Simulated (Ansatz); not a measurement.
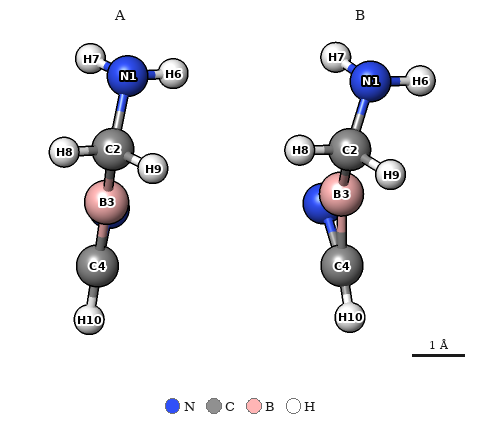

Two geometries of C2H5BN2 (coarse preliminary run), drawn at one scale. One is the start of a relaxation, the other its converged end. A ball-and-stick model, seen from a free direction.

These are results of RKS PBE-D4/def2-SVP (Ansatz 0.2.0), not measurements. Settings: force threshold 0.03 eV/Å; at most 200 steps.

### Which geometry has the lower energy?

Structure A is the relaxed one. The start comes from a force field. After 8 geometry steps the energy has fallen by 28.3 kcal/mol. Largest force component: 9.2 eV/Å at the start, 0.021 eV/Å at the end. The atom that moves furthest after the best rigid fit is an H atom (0.53 Å). Largest moves by element: H 0.53 Å, N 0.51 Å, B 0.25 Å, C 0.11 Å. Some distances before and after: C–N 1.430 → 1.317 Å, C–H 1.012 → 1.108 Å, H–N 1.106 → 1.029 Å, C–N 1.399 → 1.476 Å. Among the angles between lasting bonds that change: N–C–H 152.1° → 129.9°, B–C–H 149.8° → 167.1°, C–B–C 148.7° → 163.3°. The run took 30 s on 2 threads of Intel Xeon @ 2.50GHz, on a shared host.
